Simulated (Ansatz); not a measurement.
## Electronic structure of C4H8AlN in real space

```yaml
atoms:
  - { symbol: C, position_ang: [-0.1554, -1.8623, 0.8807] }
  - { symbol: C, position_ang: [0.1458, -0.6039, 0.4476] }
  - { symbol: Al, position_ang: [1.7299, 0.1903, 1.3114] }
  - { symbol: C, position_ang: [-0.7397, 0.0200, -0.6183] }
  - { symbol: C, position_ang: [-0.3760, 1.4311, -1.0684] }
  - { symbol: N, position_ang: [-1.7361, -0.6552, -1.0840] }
  - { symbol: H, position_ang: [0.4448, -2.3760, 1.6502] }
  - { symbol: H, position_ang: [-1.0226, -2.4084, 0.4684] }
  - { symbol: H, position_ang: [2.4559, -0.7135, 2.4082] }
  - { symbol: H, position_ang: [2.2946, 1.6440, 0.9661] }
  - { symbol: H, position_ang: [-1.0792, 1.8057, -1.8376] }
  - { symbol: H, position_ang: [-0.3828, 2.1383, -0.2114] }
  - { symbol: H, position_ang: [0.6529, 1.4638, -1.4867] }
  - { symbol: H, position_ang: [-2.2452, -0.1032, -1.7977] }
```

These are results of Ansatz, RKS BLYP/def2-SVP, not measurements.

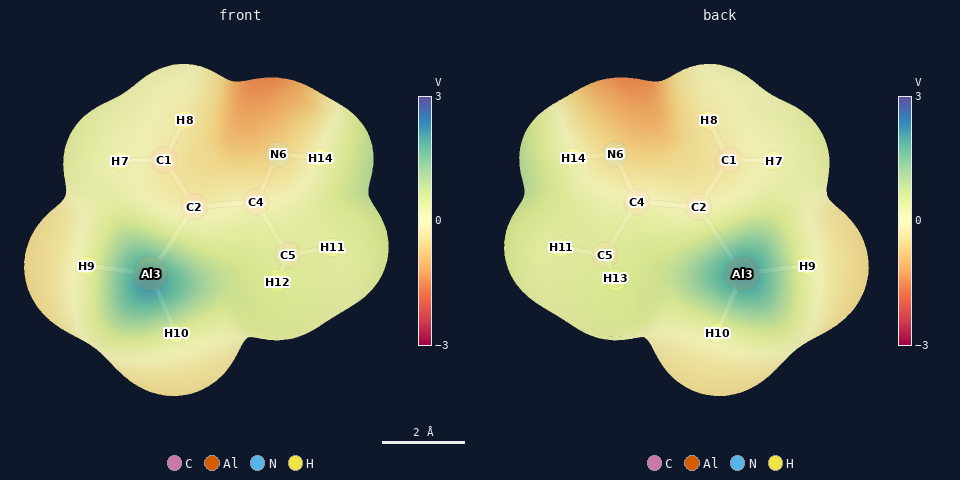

Figure 1. The molecular electrostatic potential painted on the density surface at 0.001 e/bohr³, seen from the front and from behind; red is negative and blue positive.

Describe the electrostatic potential map.

Answer. The most negative region (about −1.5 V, or −35 kcal/mol for a unit charge) lies over N6, the most positive (about +2.0 V, or +46 kcal/mol for a unit charge) over Al3. N6 is the likeliest acceptor of a hydrogen bond.

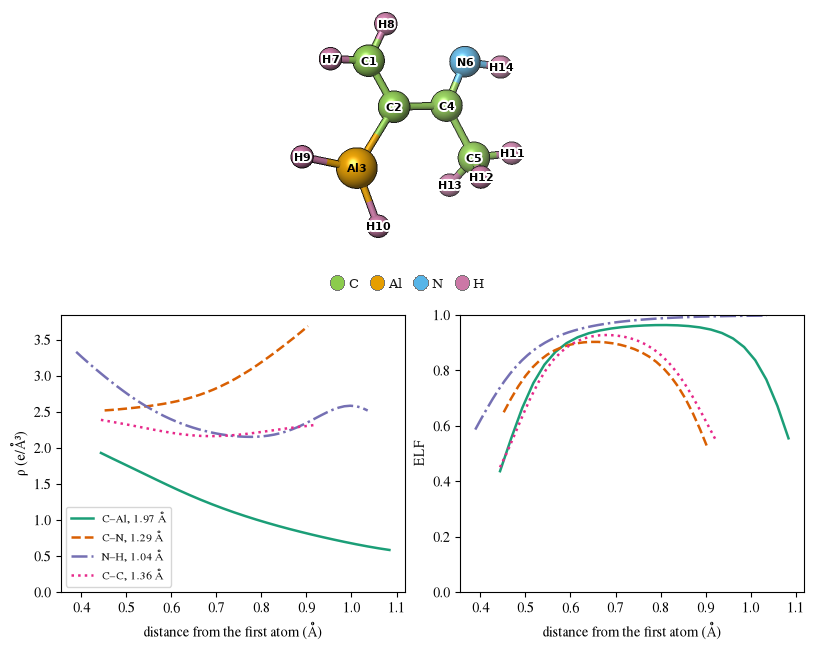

Figure 2. Electron density and electron localisation function along straight lines between neighbouring atoms. The curves leave out the atomic cores. The structure is drawn too.

Compare the contacts.

Answer. C–Al (1.97 Å): ρ is about 0.69 e/Å³ halfway; the ELF peaks at about 0.95 between the atoms: a shared but strongly polarised pair.
C–N (1.29 Å): the density is about 2.7 e/Å³ at the midpoint; the ELF peaks at about 0.90 between the atoms (localised, covalent bonding).
N–H (1.04 Å): the density is about 2.7 e/Å³ at the midpoint; the ELF climbs to about 1 towards the hydrogen, as it does in any bond to H; an ordinary covalent bond to hydrogen.
C–C (1.36 Å): ρ is about 2.2 e/Å³ halfway; the ELF peaks at about 0.95 between the atoms (a covalent bond).

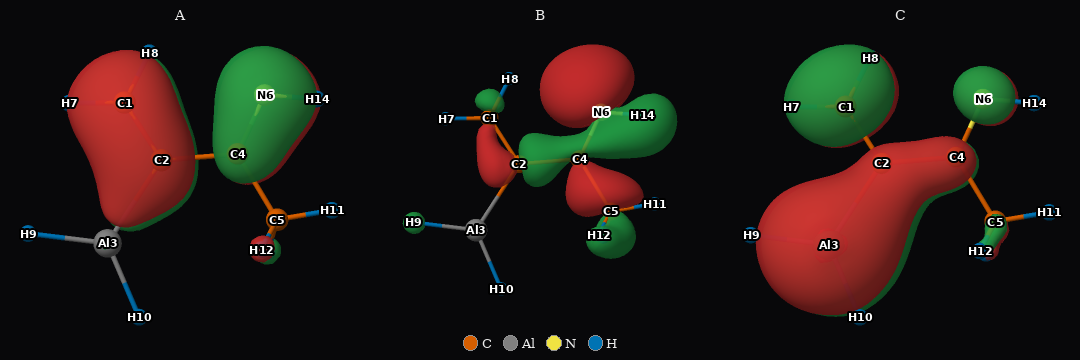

Figure 3. Three frontier orbitals at ±0.08 Å⁻³ᐟ² (green and red are the two phases), in no order.

Which picture is the HOMO−1, the HOMO and the LUMO?

Answer. A is the HOMO−1 (−6.15 eV). By Hirshfeld shares it lies mainly on C1 (about 25 %), N6 (about 25 %), C2 (about 20 %) and C4 (about 10 %). B is the HOMO (−5.66 eV). It lies mainly on N6 (about 65 %), C4 (about 10 %), C5 (about 5 %) and H14 (about 5 %); largely a lone pair of N6. C is the LUMO (−2.45 eV). It lies mainly on Al3 (about 40 %), C1 (about 25 %) and C2 (about 10 %).

What is the HOMO–LUMO gap?

Answer. 3.21 eV between the orbital energies.
